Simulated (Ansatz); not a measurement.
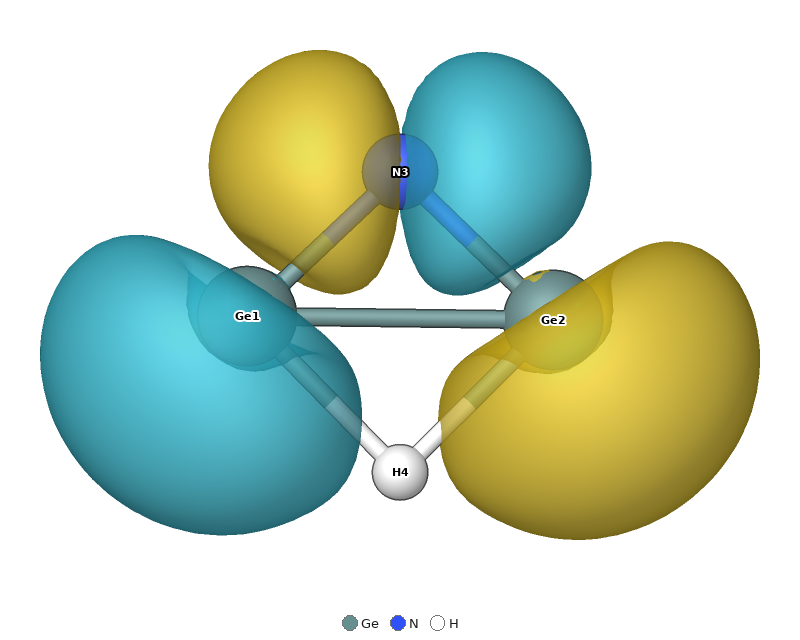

Figure. Ge₂HN. The HOMO−1 at ±0.08 Å⁻³ᐟ² (yellow and cyan are the two phases), seen across its widest extent.

Geometry: PBE0-D4/def2-TZVP.

Theory: isolated molecule in a Gaussian basis; Kohn-Sham density functional theory, functional PBE0 in Ansatz.

Where does this orbital lie, and at what energy?

Answer. It lies mainly on N3 (about 35 %), Ge1 (about 30 %) and Ge2 (about 30 %); it is symmetric in the molecular plane (an in-plane orbital: σ, lone-pair or in-plane π type). Its energy is −7.64 eV.
